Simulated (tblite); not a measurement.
**Geometry relaxation of C$_{3}$H$_{10}$GeP (charge −1) (part 2 of 2)**

C$_{3}$H$_{10}$GeP, charge −1; GFN2-xTB geometry optimisation, gas phase (tblite 0.8.0). It belongs to a series of runs on one base structure; here: NMeEt replaced by GeMe3.

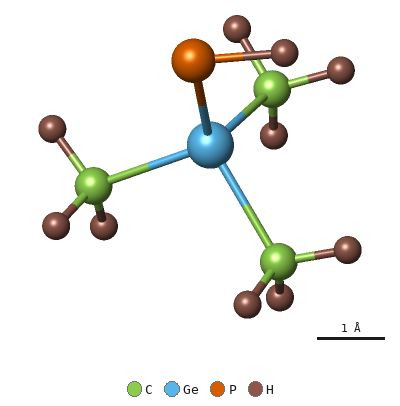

Figure 1. The geometry at step 25 of the log (ball-and-stick view, seen at a tilt).

Trajectory as extended XYZ, continued
```
15
Properties=species:S:1:pos:R:3:forces:R:3 step=18 energy=-439.32139
C     0.2123    1.3205   -1.2681    0.0140  -0.0340   0.0280
Ge    0.3702    0.0441    0.3094    0.0240   0.1540   0.1530
C     0.6408   -1.7410   -0.5547    0.0200  -0.0500  -0.0190
C    -1.5441   -0.0489    1.0026    0.0610   0.0020  -0.0270
P     1.9657    0.5096    1.8286   -0.0290   0.0090  -0.0210
H    -0.5489    0.9929   -1.9693   -0.0260   0.0130  -0.0050
H    -0.0289    2.3282   -0.9375   -0.0600  -0.0210   0.0160
H     1.1619    1.3767   -1.7934    0.0170  -0.0340  -0.0340
H     0.6446   -2.5288    0.1901   -0.0360  -0.0700   0.0940
H    -0.1311   -1.9676   -1.2815   -0.1000   0.0060  -0.0710
H     1.5997   -1.7798   -1.0587    0.0970   0.0300  -0.0750
H    -2.2386   -0.3195    0.2121   -0.0070   0.0100   0.0160
H    -1.8543    0.9040    1.4264    0.0010   0.0090  -0.0570
H    -1.6136   -0.7896    1.7956   -0.0130  -0.0330  -0.0330
H     1.3598    1.7073    2.0764    0.0360   0.0090   0.0330
15
Properties=species:S:1:pos:R:3:forces:R:3 step=19 energy=-439.32440
C     0.2088    1.3141   -1.2609    0.0240  -0.0390   0.0270
Ge    0.3826    0.0451    0.3197   -0.0520   0.1610   0.1050
C     0.6366   -1.7367   -0.5553    0.0300  -0.0240   0.0030
C    -1.5372   -0.0473    0.9959    0.0680  -0.0030  -0.0210
P     1.9758    0.5138    1.8372   -0.0010  -0.0100  -0.0090
H    -0.5553    0.9731   -1.9524   -0.0290   0.0240  -0.0060
H    -0.0364    2.3227   -0.9378   -0.0670  -0.0100   0.0210
H     1.1526    1.3717   -1.7948    0.0420  -0.0280  -0.0500
H     0.6381   -2.5247    0.1887   -0.0290  -0.0960   0.0800
H    -0.1397   -1.9548   -1.2806   -0.0800   0.0100  -0.0520
H     1.5942   -1.7747   -1.0613    0.1020   0.0010  -0.0850
H    -2.2185   -0.3180    0.1943   -0.0140   0.0120   0.0230
H    -1.8555    0.9038    1.4167   -0.0010   0.0220  -0.0540
H    -1.6169   -0.7893    1.7858   -0.0190  -0.0480  -0.0170
H     1.3664    1.7093    2.0828    0.0280   0.0260   0.0370
15
Properties=species:S:1:pos:R:3:forces:R:3 step=20 energy=-439.32667
C     0.2063    1.3083   -1.2550    0.0250  -0.0220   0.0090
Ge    0.3913    0.0484    0.3292   -0.0890   0.1000   0.0250
C     0.6336   -1.7341   -0.5560    0.0330   0.0030   0.0230
C    -1.5308   -0.0461    0.9902    0.0420  -0.0050  -0.0030
P     1.9834    0.5174    1.8439    0.0290  -0.0150   0.0120
H    -0.5608    0.9581   -1.9392   -0.0210   0.0290   0.0000
H    -0.0437    2.3176   -0.9372   -0.0590  -0.0080   0.0160
H     1.1458    1.3668   -1.7963    0.0410  -0.0190  -0.0490
H     0.6322   -2.5228    0.1890   -0.0170  -0.0830   0.0270
H    -0.1477   -1.9447   -1.2808   -0.0260   0.0210  -0.0050
H     1.5912   -1.7702   -1.0647    0.0580  -0.0280  -0.0650
H    -2.2030   -0.3166    0.1808   -0.0130   0.0120   0.0220
H    -1.8558    0.9040    1.4076   -0.0030   0.0250  -0.0440
H    -1.6194   -0.7899    1.7774   -0.0200  -0.0460  -0.0070
H     1.3729    1.7119    2.0895    0.0220   0.0360   0.0390
15
Properties=species:S:1:pos:R:3:forces:R:3 step=21 energy=-439.32781
C     0.2056    1.3056   -1.2528    0.0170   0.0000  -0.0100
Ge    0.3930    0.0516    0.3334   -0.0640   0.0280  -0.0220
C     0.6330   -1.7336   -0.5563    0.0290   0.0140   0.0290
C    -1.5277   -0.0458    0.9877    0.0040  -0.0040   0.0120
P     1.9862    0.5190    1.8464    0.0330  -0.0070   0.0220
H    -0.5632    0.9532   -1.9344   -0.0120   0.0240   0.0030
H    -0.0477    2.3147   -0.9362   -0.0420  -0.0090   0.0060
H     1.1439    1.3640   -1.7975    0.0230  -0.0090  -0.0350
H     0.6293   -2.5234    0.1898   -0.0050  -0.0500  -0.0220
H    -0.1514   -1.9408   -1.2813    0.0190   0.0290   0.0340
H     1.5912   -1.7686   -1.0674    0.0070  -0.0410  -0.0320
H    -2.1976   -0.3159    0.1764   -0.0110   0.0090   0.0130
H    -1.8554    0.9045    1.4028   -0.0040   0.0200  -0.0300
H    -1.6202   -0.7910    1.7734   -0.0180  -0.0320  -0.0040
H     1.3767    1.7142    2.0939    0.0240   0.0300   0.0360
15
Properties=species:S:1:pos:R:3:forces:R:3 step=22 energy=-439.32839
C     0.2059    1.3048   -1.2526    0.0060   0.0130  -0.0230
Ge    0.3918    0.0537    0.3344   -0.0150  -0.0180  -0.0290
C     0.6336   -1.7336   -0.5559    0.0220   0.0120   0.0250
C    -1.5268   -0.0459    0.9873   -0.0250  -0.0040   0.0140
P     1.9869    0.5195    1.8471    0.0190   0.0060   0.0190
H    -0.5641    0.9531   -1.9334   -0.0060   0.0180   0.0030
H    -0.0499    2.3135   -0.9354   -0.0240  -0.0100  -0.0010
H     1.1441    1.3627   -1.7985    0.0040  -0.0020  -0.0210
H     0.6283   -2.5249    0.1901    0.0040  -0.0240  -0.0450
H    -0.1522   -1.9396   -1.2811    0.0380   0.0320   0.0490
H     1.5918   -1.7688   -1.0691   -0.0220  -0.0420  -0.0080
H    -2.1970   -0.3154    0.1761   -0.0090   0.0050   0.0050
H    -1.8550    0.9051    1.4006   -0.0050   0.0130  -0.0180
H    -1.6205   -0.7921    1.7722   -0.0150  -0.0170  -0.0030
H     1.3786    1.7158    2.0964    0.0290   0.0170   0.0320
15
Properties=species:S:1:pos:R:3:forces:R:3 step=23 energy=-439.32886
C     0.2063    1.3045   -1.2528   -0.0050   0.0170  -0.0290
Ge    0.3907    0.0551    0.3348    0.0310  -0.0400  -0.0170
C     0.6345   -1.7333   -0.5551    0.0150   0.0050   0.0170
C    -1.5265   -0.0460    0.9873   -0.0400  -0.0040   0.0100
P     1.9879    0.5199    1.8481   -0.0020   0.0150   0.0090
H    -0.5649    0.9532   -1.9326   -0.0010   0.0110  -0.0020
H    -0.0520    2.3125   -0.9350   -0.0080  -0.0080  -0.0060
H     1.1444    1.3619   -1.7998   -0.0120   0.0050  -0.0100
H     0.6277   -2.5266    0.1894    0.0100  -0.0080  -0.0480
H    -0.1522   -1.9378   -1.2800    0.0370   0.0330   0.0480
H     1.5919   -1.7700   -1.0706   -0.0310  -0.0360   0.0070
H    -2.1966   -0.3150    0.1758   -0.0100   0.0020  -0.0010
H    -1.8550    0.9058    1.3987   -0.0050   0.0050  -0.0060
H    -1.6213   -0.7933    1.7713   -0.0140  -0.0030  -0.0020
H     1.3805    1.7172    2.0986    0.0340   0.0050   0.0290
15
Properties=species:S:1:pos:R:3:forces:R:3 step=24 energy=-439.32939
C     0.2064    1.3041   -1.2530   -0.0160   0.0130  -0.0250
Ge    0.3910    0.0561    0.3358    0.0650  -0.0430   0.0040
C     0.6357   -1.7324   -0.5536    0.0090  -0.0050   0.0060
C    -1.5264   -0.0461    0.9870   -0.0410  -0.0040   0.0000
P     1.9900    0.5207    1.8500   -0.0230   0.0200  -0.0040
H    -0.5664    0.9519   -1.9303    0.0010   0.0030  -0.0110
H    -0.0551    2.3111   -0.9349    0.0110  -0.0030  -0.0100
H     1.1438    1.3609   -1.8018   -0.0260   0.0150   0.0000
H     0.6268   -2.5288    0.1875    0.0170   0.0000  -0.0360
H    -0.1521   -1.9339   -1.2775    0.0200   0.0310   0.0330
H     1.5912   -1.7719   -1.0724   -0.0230  -0.0270   0.0160
H    -2.1946   -0.3144    0.1740   -0.0140  -0.0030  -0.0070
H    -1.8555    0.9067    1.3958   -0.0040  -0.0050   0.0070
H    -1.6229   -0.7948    1.7696   -0.0130   0.0130   0.0000
H     1.3836    1.7187    2.1019    0.0360  -0.0040   0.0260
15
Properties=species:S:1:pos:R:3:forces:R:3 step=25 energy=-439.32988
C     0.2061    1.3033   -1.2529   -0.0210   0.0020  -0.0120
Ge    0.3934    0.0564    0.3376    0.0660  -0.0270   0.0200
C     0.6368   -1.7311   -0.5519    0.0050  -0.0140  -0.0020
C    -1.5263   -0.0460    0.9863   -0.0240  -0.0030  -0.0130
P     1.9929    0.5220    1.8527   -0.0300   0.0140  -0.0120
H    -0.5685    0.9490   -1.9268    0.0000  -0.0050  -0.0210
H    -0.0587    2.3095   -0.9352    0.0250   0.0030  -0.0100
H     1.1421    1.3600   -1.8042   -0.0310   0.0230   0.0040
H     0.6258   -2.5308    0.1848    0.0210  -0.0030  -0.0120
H    -0.1523   -1.9282   -1.2743   -0.0060   0.0270   0.0100
H     1.5897   -1.7740   -1.0742   -0.0020  -0.0180   0.0160
H    -2.1913   -0.3136    0.1705   -0.0180  -0.0060  -0.0110
H    -1.8563    0.9076    1.3924   -0.0020  -0.0130   0.0170
H    -1.6253   -0.7960    1.7674   -0.0140   0.0250   0.0030
H     1.3875    1.7202    2.1059    0.0320  -0.0040   0.0230
15
Properties=species:S:1:pos:R:3:forces:R:3 step=26 energy=-439.33025
C     0.2053    1.3023   -1.2527   -0.0200  -0.0100   0.0040
Ge    0.3969    0.0562    0.3398    0.0340  -0.0050   0.0210
C     0.6377   -1.7301   -0.5506    0.0030  -0.0180  -0.0070
C    -1.5263   -0.0460    0.9851   -0.0010  -0.0010  -0.0210
P     1.9954    0.5233    1.8551   -0.0190   0.0020  -0.0120
H    -0.5704    0.9457   -1.9236   -0.0030  -0.0090  -0.0260
H    -0.0614    2.3081   -0.9357    0.0290   0.0080  -0.0070
H     1.1397    1.3595   -1.8062   -0.0280   0.0260   0.0020
H     0.6252   -2.5323    0.1824    0.0210  -0.0120   0.0100
H    -0.1531   -1.9225   -1.2714   -0.0250   0.0230  -0.0070
H     1.5882   -1.7759   -1.0755    0.0190  -0.0110   0.0090
H    -2.1880   -0.3131    0.1667   -0.0190  -0.0070  -0.0120
H    -1.8572    0.9080    1.3896   -0.0010  -0.0170   0.0210
H    -1.6278   -0.7966    1.7653   -0.0150   0.0280   0.0050
H     1.3914    1.7214    2.1097    0.0240   0.0040   0.0210
15
Properties=species:S:1:pos:R:3:forces:R:3 step=27 energy=-439.33054
C     0.2043    1.3014   -1.2524   -0.0140  -0.0170   0.0140
Ge    0.4000    0.0559    0.3417   -0.0060   0.0110   0.0090
C     0.6383   -1.7296   -0.5497    0.0030  -0.0170  -0.0070
C    -1.5263   -0.0460    0.9838    0.0170   0.0000  -0.0220
P     1.9969    0.5244    1.8568    0.0000  -0.0080  -0.0040
H    -0.5719    0.9431   -1.9218   -0.0050  -0.0100  -0.0250
H    -0.0628    2.3072   -0.9362    0.0250   0.0100  -0.0040
H     1.1374    1.3597   -1.8076   -0.0190   0.0240  -0.0020
H     0.6251   -2.5337    0.1807    0.0170  -0.0180   0.0220
H    -0.1540   -1.9179   -1.2694   -0.0320   0.0180  -0.0150
H     1.5875   -1.7776   -1.0762    0.0310  -0.0060   0.0020
H    -2.1861   -0.3129    0.1637   -0.0170  -0.0060  -0.0090
H    -1.8579    0.9080    1.3880    0.0000  -0.0170   0.0180
H    -1.6299   -0.7964    1.7638   -0.0140   0.0240   0.0060
H     1.3949    1.7225    2.1130    0.0140   0.0110   0.0180
15
Properties=species:S:1:pos:R:3:forces:R:3 step=28 energy=-439.33082
C     0.2031    1.3005   -1.2524   -0.0080  -0.0160   0.0160
Ge    0.4023    0.0557    0.3430   -0.0400   0.0180  -0.0060
C     0.6391   -1.7299   -0.5492    0.0030  -0.0120  -0.0060
C    -1.5264   -0.0461    0.9824    0.0240   0.0000  -0.0170
P     1.9976    0.5252    1.8578    0.0180  -0.0140   0.0060
H    -0.5730    0.9416   -1.9217   -0.0050  -0.0080  -0.0170
H    -0.0632    2.3066   -0.9365    0.0160   0.0090   0.0000
H     1.1352    1.3604   -1.8087   -0.0090   0.0170  -0.0060
H     0.6257   -2.5354    0.1796    0.0110  -0.0160   0.0250
H    -0.1550   -1.9140   -1.2679   -0.0260   0.0110  -0.0140
H     1.5876   -1.7794   -1.0767    0.0310  -0.0010  -0.0030
H    -2.1858   -0.3129    0.1617   -0.0100  -0.0030  -0.0050
H    -1.8582    0.9076    1.3872    0.0010  -0.0120   0.0100
H    -1.6317   -0.7957    1.7630   -0.0120   0.0160   0.0050
H     1.3983    1.7238    2.1165    0.0060   0.0140   0.0120
15
Properties=species:S:1:pos:R:3:forces:R:3 step=29 energy=-439.33104
C     0.2021    1.2999   -1.2526   -0.0020  -0.0070   0.0080
Ge    0.4028    0.0556    0.3434   -0.0470   0.0120  -0.0150
C     0.6400   -1.7307   -0.5489    0.0030  -0.0070  -0.0030
C    -1.5267   -0.0463    0.9813    0.0160   0.0000  -0.0070
P     1.9976    0.5255    1.8582    0.0250  -0.0130   0.0120
H    -0.5736    0.9416   -1.9232   -0.0040  -0.0050  -0.0060
H    -0.0626    2.3064   -0.9366    0.0050   0.0040   0.0020
H     1.1338    1.3615   -1.8095   -0.0010   0.0090  -0.0070
H     0.6267   -2.5371    0.1794    0.0040  -0.0080   0.0170
H    -0.1558   -1.9117   -1.2672   -0.0110   0.0030  -0.0070
H     1.5885   -1.7810   -1.0768    0.0190   0.0020  -0.0030
H    -2.1873   -0.3131    0.1612   -0.0020   0.0000  -0.0010
H    -1.8581    0.9070    1.3873    0.0010  -0.0060   0.0020
H    -1.6330   -0.7947    1.7628   -0.0080   0.0070   0.0020
H     1.4011    1.7251    2.1194    0.0020   0.0080   0.0060
15
Properties=species:S:1:pos:R:3:forces:R:3 step=30 energy=-439.33113
C     0.2017    1.2997   -1.2529    0.0000   0.0010  -0.0020
Ge    0.4017    0.0558    0.3429   -0.0260   0.0030  -0.0110
C     0.6405   -1.7315   -0.5490    0.0020  -0.0030  -0.0010
C    -1.5269   -0.0465    0.9808    0.0020   0.0000   0.0000
P     1.9974    0.5254    1.8581    0.0160  -0.0070   0.0090
H    -0.5737    0.9424   -1.9248   -0.0020  -0.0020   0.0010
H    -0.0619    2.3065   -0.9364   -0.0010   0.0010   0.0010
H     1.1334    1.3623   -1.8097    0.0000   0.0030  -0.0050
H     0.6275   -2.5380    0.1797    0.0010   0.0020   0.0070
H    -0.1560   -1.9114   -1.2672    0.0010  -0.0020  -0.0010
H     1.5895   -1.7817   -1.0767    0.0060   0.0040   0.0010
H    -2.1889   -0.3132    0.1617    0.0020   0.0020   0.0000
H    -1.8578    0.9066    1.3877    0.0010  -0.0020  -0.0020
H    -1.6334   -0.7941    1.7631   -0.0040   0.0020   0.0000
H     1.4023    1.7259    2.1208    0.0030  -0.0010   0.0020
15
Properties=species:S:1:pos:R:3:forces:R:3 step=31 energy=-439.33115
C     0.2017    1.2998   -1.2531   -0.0010   0.0040  -0.0050
Ge    0.4008    0.0559    0.3425   -0.0070  -0.0010  -0.0040
C     0.6407   -1.7318   -0.5491    0.0010  -0.0010   0.0000
C    -1.5269   -0.0466    0.9808   -0.0040   0.0000   0.0010
P     1.9975    0.5252    1.8581    0.0060  -0.0040   0.0040
H    -0.5736    0.9427   -1.9252   -0.0010  -0.0010   0.0020
H    -0.0617    2.3066   -0.9364   -0.0020   0.0000   0.0000
H     1.1335    1.3625   -1.8097   -0.0010   0.0010  -0.0030
H     0.6277   -2.5382    0.1800    0.0000   0.0050   0.0030
H    -0.1560   -1.9116   -1.2673    0.0040  -0.0040   0.0010
H     1.5899   -1.7818   -1.0767    0.0010   0.0040   0.0030
H    -2.1894   -0.3132    0.1621    0.0020   0.0020  -0.0010
H    -1.8577    0.9065    1.3879    0.0000   0.0000  -0.0020
H    -1.6334   -0.7940    1.7632   -0.0030   0.0000  -0.0010
H     1.4024    1.7260    2.1209    0.0050  -0.0050   0.0010
```

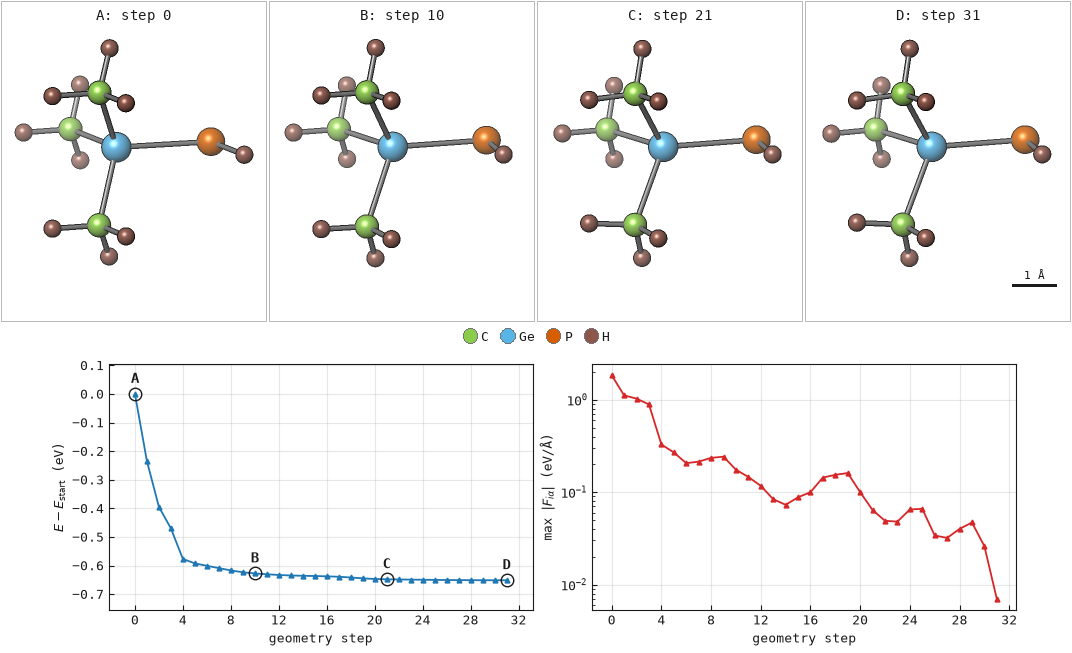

Figure 2. Frames of the relaxation (ball-and-stick view, seen at an oblique angle) above the curves, on which the letters mark them (steps are counted from 0).

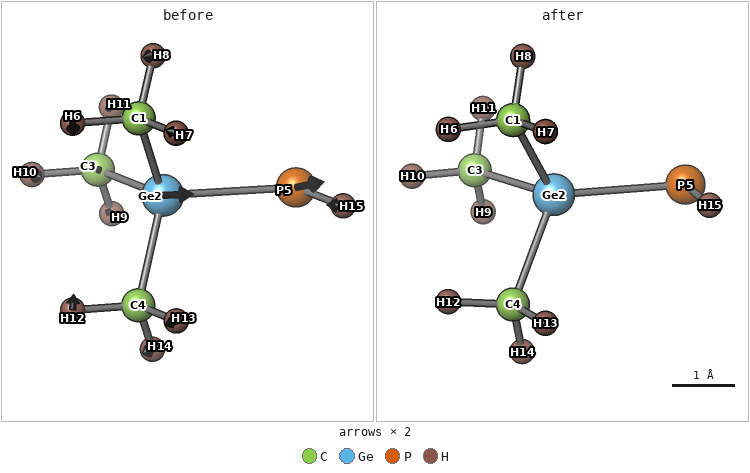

Figure 3. Before (left) and after (right) the relaxation, at one scale (ball-and-stick view, seen at an oblique angle). The black arrows give the displacements, magnified 2 times. The energy falls by 0.652 eV in 31 geometry steps. Largest force component: 1.8 eV/Å at the start, 0.007 eV/Å at the end. P5 moves most after the best rigid fit: 0.28 Å. By element the largest moves are P 0.28 Å, Ge 0.27 Å, H 0.14 Å, C 0.04 Å. Among the contacts that change: C1–Ge2 1.932 → 2.033 Å, Ge2–C4 1.940 → 2.033 Å, Ge2–C3 1.949 → 2.012 Å, P5–H15 1.415 → 1.366 Å. Among the angles that change: Ge2–P5–H15 108.9° → 90.2°, C1–Ge2–C4 109.8° → 100.6°, C1–Ge2–P5 109.5° → 118.1°. (Atoms are counted from 1 in the order of the input.)

The run was set up as follows.

Input
```
{"job": {"kind": "relax", "xc": "GFN2-xTB", "basis": "xTB"}, "charge": -1, "multiplicity": 1}
C      0.229800     1.303700    -1.264800
Ge     0.218000    -0.008500     0.153300
C      0.643700    -1.767300    -0.570700
C     -1.530000    -0.051800     0.994300
P      1.765400     0.537900     1.695500
H     -0.550400     1.032600    -2.020300
H     -0.012500     2.308400    -0.845700
H      1.227000     1.336700    -1.739700
H      0.639600    -2.519500     0.242100
H     -0.135700    -2.036200    -1.324600
H      1.631400    -1.738000    -1.055400
H     -2.297300    -0.334000     0.247900
H     -1.767900     0.941500     1.433700
H     -1.524300    -0.814100     1.813700
H      1.458500     1.816600     2.219000
```

The first line tells a small driver script what to run in tblite; the rest is the geometry in Å.

Command:
```bash
OMP_NUM_THREADS=1 python <driver script> task.json out
```

Results in brief

```tsv
quantity	value
outcome	converged
total energy	−439.3312 eV
hardware	1 CPU thread, shared host
peak memory	0.18 GiB
```
